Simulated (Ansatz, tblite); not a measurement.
**The cluster B₇P₇: which spin state is lowest**

Aim: set other spin states of the cluster B₇P₇ against its singlet, on many levels of theory.

Method: as each input shows; program: Ansatz 0.2.0, Gaussian basis.

The runs, in order: triplet, at the geometry of the singlet (GFN1-xTB, GFN2-xTB, PBE0-D4/def2-TZVP, PBE-D4/def2-TZVP); the singlet's energies come from earlier runs.

## (1) The structure

The singlet was relaxed beforehand with PBE-D4/def2-SVP.

14 atoms, charge 0, spin multiplicity 1.

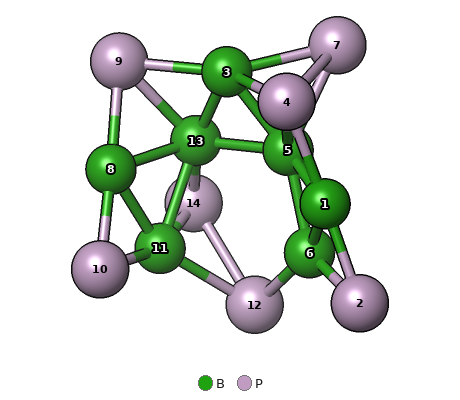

The structure; boron green, phosphorus pink; atoms are numbered from 1 in the order of the file.

## (2) Triplet at the fixed geometry, GFN1-xTB

Tight binding, by tblite at 300 K electronic temperature and without a spin-polarisation term:

```python
tblite.interface.Calculator('GFN1-xTB', numbers, positions, charge=0, uhf=2).singlepoint()
```

Energy -760.9322 eV; 0.044 s.

## (3) Triplet at the fixed geometry, GFN2-xTB

Tight binding, by tblite at 300 K electronic temperature and without a spin-polarisation term:

```python
tblite.interface.Calculator('GFN2-xTB', numbers, positions, charge=0, uhf=2).singlepoint()
```

Energy -706.9170 eV; 0.046 s.

## (4) Triplet at the fixed geometry, PBE0-D4/def2-TZVP

File in.yaml:

```yaml
crystal:
  periodic: [false, false, false]
  atoms:
    - {symbol: B, position_ang: [-1.046969, -1.606887, 0.955277]}
    - {symbol: P, position_ang: [-0.300212, -2.151176, 2.491987]}
    - {symbol: B, position_ang: [-1.239358, 0.278142, -1.385322]}
    - {symbol: P, position_ang: [-1.856579, -1.516459, -0.794114]}
    - {symbol: B, position_ang: [-1.012978, 0.065660, 0.310441]}
    - {symbol: B, position_ang: [-0.066983, -0.450113, 1.727660]}
    - {symbol: P, position_ang: [-2.846106, 0.490314, -0.295097]}
    - {symbol: B, position_ang: [1.321958, 0.080417, -1.630543]}
    - {symbol: P, position_ang: [0.037810, 1.097432, -2.602217]}
    - {symbol: P, position_ang: [2.539260, -0.956949, -0.793589]}
    - {symbol: B, position_ang: [1.799059, 0.495615, 0.108337]}
    - {symbol: P, position_ang: [1.425481, 0.754315, 2.070469]}
    - {symbol: B, position_ang: [0.124482, 1.126674, -0.639192]}
    - {symbol: P, position_ang: [1.121124, 2.293015, 0.475911]}
basis:
  gaussian: {orbitals: def2-TZVP, fitting: {mean_field: def2-universal-jkfit}}
magnetization: {spin_polarized: true, initial_magnetization: 2}
hamiltonian: {xc: pbe0, dispersion: d4}
scf: {omitted_lower_state_checks: [starts]}
output: {orbitals: {seedname: orbitals}}
```

Run with:

```console
$ ansatz run in.yaml --threads 2 --pin off --events-out ev --progress --plain --max-ram 22528MiB --backend cuda --devices 0, --max-vram 18GiB
```

The program printed:

```text
Functional definition: PBE0
  name "PBE0"
  cite "Adamo & Barone, J. Chem. Phys. 110, 6158 (1999) doi:10.1063/1.478522"
  cite "Perdew, Burke & Ernzerhof, Phys. Rev. Lett. 77, 3865 (1996) doi:10.1103/PhysRevLett.77.3865"
  parent pbe
  parameter a = 0.25
  parameter kappa = 0.804
  parameter beta = 0.06672455060314922
  exchange = (1 - a)*pbe_x(kappa = kappa, mu = beta*pi^2/3) + a*exact_x
  correlation = pbe_c(beta = beta)
these checks for a lower state are left out or cut short: starts
1421 factors; integrals over basis functions are off by at most 2.3e-1 eV
mean field evaluation 1: about -69697.6471 eV, gradient 7.5e1 eV
mean field evaluation 2: about -69483.5880 eV, gradient 2.0e2 eV
mean field evaluation 4: about -69717.3340 eV, gradient 3.8e1 eV
mean field evaluation 8: about -69727.1927 eV, gradient 5.4e-1 eV
mean field evaluation 16: about -69727.2076 eV, gradient 4.2e-2 eV
mean field evaluation 32: about -69727.2096 eV, gradient 1.2e-1 eV
mean field -69727.20979710 eV, -2562.4276972430 hartree, gradient 9.9e-6 eV, S^2 2.022362; 0 other end points of the search recorded, 0 dependent functions left out
reference -69727.20983487 eV, -2562.4276986312 hartree; 71, 69 occupied and 405, 407 virtual orbitals, 1421 factors
Total energy: -69728.42827118 eV, -2562.4724753397 hartree
Checks for a lower state left out: starts
```

Wall time 14 s (1 × H100 (card shared with other runs) with 2 threads of AMD EPYC 7R13, shared host); peak host memory 1.2 GiB.

HOMO -5.38 eV, LUMO -5.68 eV (over both spins; with the spin held, an empty level of the minority spin lies below the top filled one); ⟨S²⟩ 2.022 (pure: 2.00).

## (5) Triplet at the fixed geometry, PBE-D4/def2-TZVP

start.molden holds the orbitals of an earlier run on this state, given as this run's starting guess.

in.yaml, as its differences from that of step 4:

```diff
@@ -18,5 +18,5 @@
 basis:
-  gaussian: {orbitals: def2-TZVP, fitting: {mean_field: def2-universal-jkfit}}
+  gaussian: {orbitals: def2-TZVP, fitting: {mean_field: def2-universal-jkfit}, initial_orbitals: start.molden}
 magnetization: {spin_polarized: true, initial_magnetization: 2}
-hamiltonian: {xc: pbe0, dispersion: d4}
+hamiltonian: {xc: pbe, dispersion: d4}
 scf: {omitted_lower_state_checks: [starts]}
```

The command is unchanged.

The program printed:

```text
Functional definition: PBE
  name "PBE"
  cite "Perdew, Burke & Ernzerhof, Phys. Rev. Lett. 77, 3865 (1996) doi:10.1103/PhysRevLett.77.3865"
  parent pbe
  parameter kappa = 0.804
  parameter beta = 0.06672455060314922
  exchange = pbe_x(kappa = kappa, mu = beta*pi^2/3)
  correlation = pbe_c(beta = beta)
these checks for a lower state are left out or cut short: starts
1421 factors; integrals over basis functions are off by at most 2.3e-1 eV
mean field evaluation 1: about -69721.4889 eV, gradient 1.4e1 eV
mean field evaluation 2: about -69721.7759 eV, gradient 4.3e-1 eV
mean field evaluation 4: about -69721.7945 eV, gradient 1.4e-1 eV
mean field evaluation 8: about -69721.7994 eV, gradient 6.7e-2 eV
mean field evaluation 16: about -69721.7996 eV, gradient 1.7e-5 eV
mean field -69721.79956561 eV, -2562.2288749030 hartree, gradient 2.6e-6 eV, S^2 2.006403; 0 other end points of the search recorded, 0 dependent functions left out
reference -69721.79961510 eV, -2562.2288767216 hartree; 71, 69 occupied and 405, 407 virtual orbitals, 1421 factors
Total energy: -69723.18111928 eV, -2562.2796460639 hartree
Checks for a lower state left out: starts
```

Wall time 7.5 s (1 × H100 (card shared with other runs) with 2 threads of AMD EPYC 7R13, shared host); peak host memory 1.1 GiB.

Report: HOMO -4.61 eV, LUMO -6.00 eV (over both spins; with the spin held, an empty level of the minority spin lies below the top filled one); ⟨S²⟩ 2.006 (pure: 2.00).

## (6) Triplet less singlet, vertical

The singlet's energies are those of its earlier runs, whose logs aren't repeated here.

```
            level  triplet less singlet, vertical (kJ/mol)     time
         GFN1-xTB                                   +119.1  0.084 s
         GFN2-xTB                                   +106.8  0.087 s
 PBE-D4/def2-TZVP                                   +131.2     12 s
PBE0-D4/def2-TZVP                                   +148.2     18 s
```

Times add the two runs; a level without a time comes out of a correlated run. Tight binding without a spin term can't rank spin states.

## (7) Outcome

| quantity | value |
| --- | --- |
| triplet less singlet, vertical, functionals in def2-TZVP | +131.2 (PBE-D4) to +148.2 kJ/mol (PBE0-D4) |

**Reading.** All functionals put the triplet above the singlet, over a spread of 17.0 kJ/mol. The checks for a lower triplet were left out, so another state of that spin may lie lower. These are electronic energies, without zero-point motion, entropy or surroundings.
